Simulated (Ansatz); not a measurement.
## Phonon calculation, with input and output: SiH2ClF3

SiH2ClF3, computed with UKS BLYP-D4/def2-SVP (Ansatz 0.2.0).

It belongs to a series of runs on one base structure; here: vibrations at the highest image of the band. Figures and captions count atoms from 1; the log counts them from 0 in places.

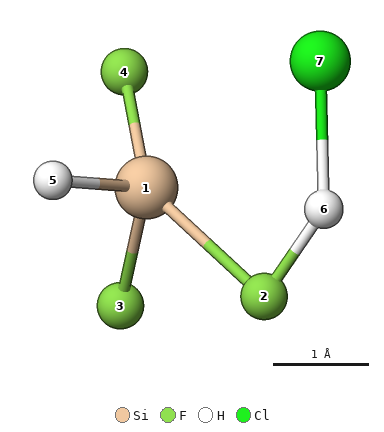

Fig. 1: The input geometry (ball-and-stick view, seen at a tilt; atoms are numbered from 1 in the order of the input). Bond lengths as drawn: Cl–H 1.58 Å, F–H 1.15 Å, F–Si 1.63 to 1.89 Å and H–Si 1.47 Å.

**Input**
```yaml
crystal:
  periodic: [false, false, false]
  atoms:
    - { symbol: Si, position_ang: [-0.482973, -0.238464, -0.16659] }
    - { symbol: F, position_ang: [1.282133, -0.653384, 0.370386] }
    - { symbol: F, position_ang: [-0.362963, -1.532781, -1.152099] }
    - { symbol: F, position_ang: [-1.445339, 0.679844, -1.110105] }
    - { symbol: H, position_ang: [-1.154601, -0.544926, 1.107508] }
    - { symbol: H, position_ang: [1.472754, 0.465844, 0.557819] }
    - { symbol: Cl, position_ang: [0.691089, 1.823866, 0.393079] }
magnetization:
  spin_polarized: true
basis:
  gaussian: { orbitals: def2-SVP }
hamiltonian:
  xc: blyp
  dispersion: d4
phonons: {}
```

Hardware: 2 threads of Arm Neoverse V1, 24 GiB of memory available, shared host.

Run as:
```bash
ansatz run input.yaml --threads 2 --pin off --max-ram 3072MiB --backend cpu --events-out ev --progress --plain --runs-dir out
```

**Output**
```
Engine: ansatz 0.2.0, aarch64-unknown-linux-gnu
Functional definition: BLYP
  parameter beta = 0.0042
  parameter a = 0.04918
  parameter b = 0.132
  parameter c = 0.2533
  parameter d = 0.349
  exchange = b88_x(beta = beta)
  correlation = lyp_c(a = a, b = b, c = c, d = d)
951 factors; their error is unknown
mean field evaluation 1: about -28568.7231 eV, gradient 3.8e1 eV
mean field evaluation 2: about -28553.4823 eV, gradient 8.0e1 eV
mean field evaluation 4: about -28573.1192 eV, gradient 3.1e0 eV
mean field evaluation 8: about -28573.0933 eV, gradient 8.9e-2 eV
mean field evaluation 16: about -28573.0933 eV, gradient 3.3e-5 eV
mean field -28573.09330512 eV, -1050.0418114248 hartree, gradient 3.3e-5 eV, S^2 0.000000; 0 other end points of the search recorded, 0 dependent functions left out
the calculation of the forces begins
reference -28573.09357827 eV, -1050.0418214631 hartree; 30, 30 occupied and 58, 58 virtual orbitals, 951 factors
these checks for a lower state are left out or cut short: stability, starts, cluster_reference, orbital_swaps, neighbouring_geometries, increment
951 factors; their error is unknown
mean field -28573.09329694 eV, -1050.0418111242 hartree, gradient 2.4e-6 eV, S^2 0.000000; 0 other end points of the search recorded, 0 dependent functions left out
[... from here on the field's lines of each further geometry are left out, up to the last ...]
the calculation of the forces begins
reference -28573.09357857 eV, -1050.0418214742 hartree; 30, 30 occupied and 58, 58 virtual orbitals, 951 factors
these checks for a lower state are left out or cut short: stability, starts, cluster_reference, orbital_swaps, neighbouring_geometries, increment
951 factors; their error is unknown
mean field -28573.09329646 eV, -1050.0418111066 hartree, gradient 2.3e-6 eV, S^2 0.000000; 0 other end points of the search recorded, 0 dependent functions left out
the calculation of the forces begins
reference -28573.09356961 eV, -1050.0418211448 hartree; 30, 30 occupied and 58, 58 virtual orbitals, 951 factors
WARN: phonons: modes at or below zero, which the zero-point energy, F, S and C_V leave out: 2, the lowest at -423.38 cm⁻¹. A minimum has none, and a first-order saddle one
Total energy: -28573.40973562 eV, -1050.0534400315 hartree
Atom 0 at    -0.482973    -0.238464    -0.166590 Å, force     0.036607     0.020512     0.012747 eV/Å
Atom 1 at     1.282133    -0.653384     0.370386 Å, force    -0.027204    -0.027465    -0.008017 eV/Å
Atom 2 at    -0.362963    -1.532781    -1.152099 Å, force     0.001372    -0.000786    -0.007569 eV/Å
Atom 3 at    -1.445339     0.679844    -1.110105 Å, force    -0.007640    -0.001373    -0.002068 eV/Å
Atom 4 at    -1.154601    -0.544926     1.107508 Å, force    -0.004741    -0.004419     0.006457 eV/Å
Atom 5 at     1.472754     0.465844     0.557819 Å, force     0.009252     0.029542     0.008773 eV/Å
Atom 6 at     0.691089     1.823866     0.393079 Å, force    -0.007646    -0.016010    -0.010324 eV/Å
Dipole moment:     0.165369    -0.002039     0.311473 e Å
Vibrations: -423.38 -20.60 239.96 338.97 363.37 398.74 478.09 756.38 768.41 819.03 839.76 869.92 1118.13 1498.17 2300.13 cm⁻¹, zero-point energy 0.668838 eV
```

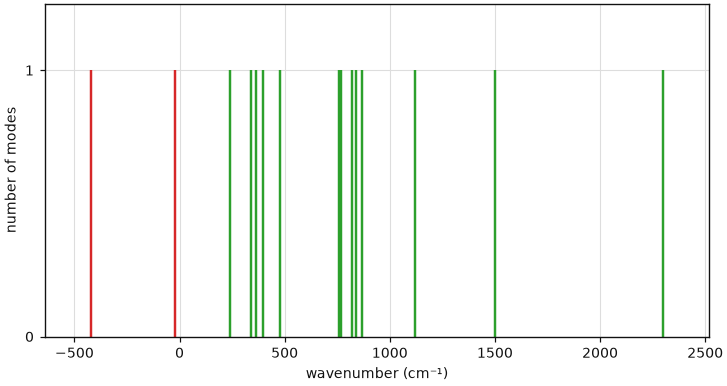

Fig. 2: Harmonic vibrational wavenumbers from the force constants; neighbouring modes closer than 12 cm⁻¹ are counted in one stick, and imaginary ones are drawn at negative wavenumbers. 15 modes from 423i to 2300 cm⁻¹, 2 imaginary beyond 8i (423i, 20i cm⁻¹): not a minimum.

**Key numbers**

| quantity | value |
| --- | --- |
| outcome | converged |
| total energy | −28573.4097 eV |
| mean-field energy | −28573.0936 eV |
| largest force (length of the vector) | 0.044 eV/Å |
| wall time | 52 s (CPU time 1.7 min) |
| peak memory | 0.14 GiB |
